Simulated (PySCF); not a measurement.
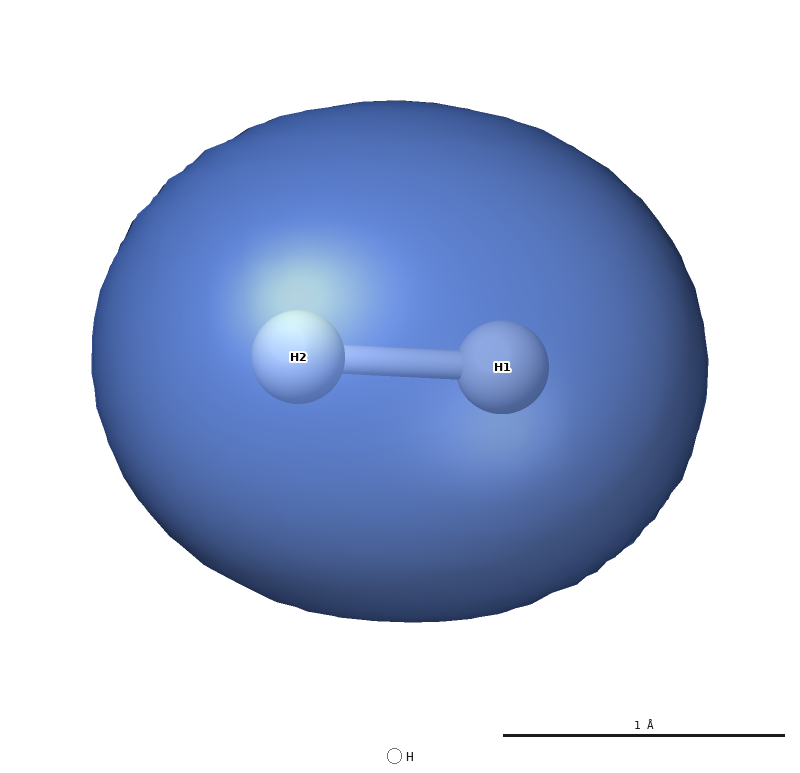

Figure. H$_{2}$. Isosurface of the total electron density at 0.1 e/Å³ (blue), seen from one side.

All numbers below come from PBE0/aug-pcseg-1, non-relativistic, at a bond length of 0.755 Å in PySCF 2.14.0.

```csv
atom,x (Å),y (Å),z (Å)
H,0.0000,0.0000,-0.3775
H,0.0000,0.0000,0.3775
```

**What does this surface tell about the bonding?**

At this value the surface is in one piece. It bridges the sampled H–H (0.75 Å) contact, where the density stays above the isovalue. On the grid the lowest density along these lines, outside the cores, is 1.7 e/Å³ (H–H, 0.75 Å).
